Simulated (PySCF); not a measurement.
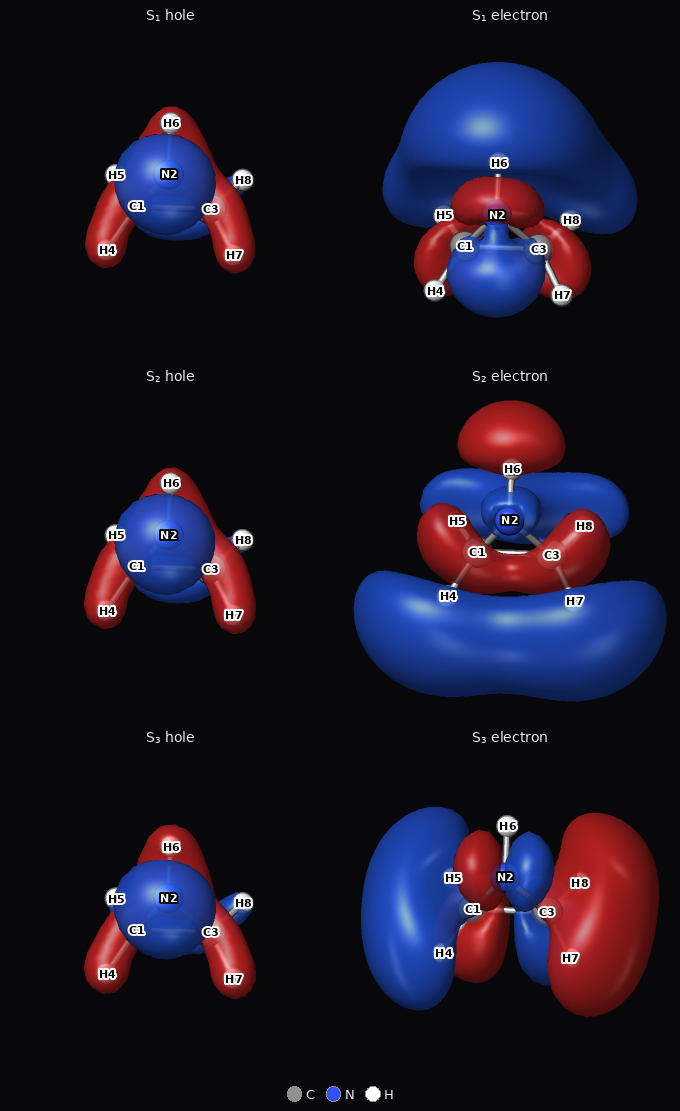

*C2H5N, SMILES `C1NC1`. Leading natural transition orbitals (TDA singlet states).*

Level of theory: CAM-B3LYP/def2-SVP (PySCF), at a geometry from GFN2-xTB. No frequency check shows the geometry to be a minimum. Without diffuse functions Rydberg states are missing, so the states' numbers hold for this basis only.

Coordinates in Å:

```
C1       0.7387   -0.3903    0.0271
N2      -0.0001    0.8346   -0.1692
C3      -0.7386   -0.3903    0.0271
H4       1.2629   -0.7460   -0.8492
H5       1.2625   -0.5597    0.9612
H6      -0.0000    1.4531    0.6360
H7      -1.2628   -0.7461   -0.8492
H8      -1.2625   -0.5597    0.9612
```

Give the energy and character of each state.

Answer. By state:
- S₁: 7.11 eV (174 nm), f = 0.006, partly diffuse acceptor orbital, which a basis without diffuse functions describes poorly; the leading pair carries 100 %; hole on N2 (63 %) and C1 and C3 (11 % each), electron on H6 (40 %), N2 (16 %) and H5 and H8 (11 % each) (atom shares of so diffuse an orbital are rough); their centroids lie 1.3 Å apart.
- S₂: 8.43 eV (147 nm), f = 0.052, partly diffuse acceptor orbital, which a basis without diffuse functions describes poorly; the leading pair carries 100 %; hole on N2 (61 %) and C1 and C3 (12 % each), electron on H4 and H7 (25 % each), C1 and C3 (14 % each) and H5, H6 and H8 (6 % each) (atom shares of so diffuse an orbital are rough); their centroids lie 1.2 Å apart.
- S₃: 8.93 eV (139 nm), f = 0.059, partly diffuse acceptor orbital, which a basis without diffuse functions describes poorly; the leading pair carries 98 %; hole on N2 (64 %), C1 and C3 (10 % each) and H6 (6 %), electron on C1 and C3 (25 % each), N2 (12 %) and H4, H5, H7 and H8 (9 % each) (atom shares of so diffuse an orbital are rough); their centroids lie 1.0 Å apart.

The PySCF run took 55 s on 1 thread of Arm Neoverse V1, with other jobs on the host, peak memory 0.42 GiB.
